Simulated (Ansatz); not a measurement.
# Profile along the F–K line in KF (rock salt)

KF (rock salt)

```yaml
crystal:
  lattice:
    - [0.00000, 2.65916, 2.65916]
    - [2.65916, 0.00000, 2.65916]
    - [2.65916, 2.65916, 0.00000]
  atoms:
    - { symbol: F, position: [0.00000, 0.00000, 0.00000] }
    - { symbol: K, position: [0.50000, 0.50000, 0.50000] }
```

Fields along a shortest F–K line of a {110} plane (2.66 Å), from F to K, interpolated on the slice's grid (step about 0.2 Å). These are r2SCAN (plane waves to 500 eV, PAW, scalar-relativistic; Ansatz, an electronic-structure program) values and carry that method's errors. k mesh 11×11×11. Inside the PAW spheres the values are not all-electron values, and peaks at nuclei hang on which shells count as valence. KF was relaxed with its symmetry unable to fall.

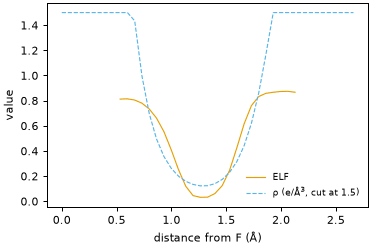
Fig. 1. ELF (away from the nuclei) and valence density from F to K.

Density on the F–K line (2.66 Å) at its density minimum, 1.3 Å from F: 0.12 e/Å³. ELF at that point: 0.0. Character of the F–K contact (rough rule: ELF there above 0.7 covalent, below 0.2 ionic, polar between): closed-shell (ionic).
